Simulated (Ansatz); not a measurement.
## Profile along the Pd–Pd line in Pd (fcc, Cu type)

Pd (fcc, Cu type)

```cif
data_Pd
_chemical_formula_sum 'Pd1'
_space_group_name_H-M_alt 'P 1'
_space_group_IT_number 1
_cell_length_a 2.74056
_cell_length_b 2.74056
_cell_length_c 2.74056
_cell_angle_alpha 60.000
_cell_angle_beta 60.000
_cell_angle_gamma 60.000
loop_
_space_group_symop_operation_xyz
  'x, y, z'
loop_
_atom_site_label
_atom_site_type_symbol
_atom_site_fract_x
_atom_site_fract_y
_atom_site_fract_z
_atom_site_occupancy
Pd1 Pd 0.00000 0.00000 0.00000 1
```

Fields along a shortest Pd–Pd line of a {111} plane (2.74 Å), from Pd to Pd, interpolated on the slice's grid (step about 0.2 Å). Computed with PBEsol (plane waves to 420 eV, PAW, scalar-relativistic; Ansatz, an electronic-structure program). k mesh 21×21×21. Near the nuclei the fields are pseudised (PAW); where an atom keeps semicore shells as valence, they peak there. Pd is run without spin polarisation. Pd was relaxed with its symmetry unable to fall.

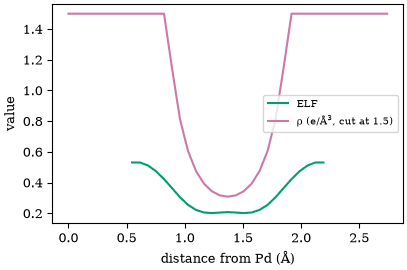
Figure. ELF (away from the nuclei) and valence density from Pd to Pd.

Density on the Pd–Pd line (2.74 Å) at its midpoint: 0.31 e/Å³. ELF at that point: 0.21.
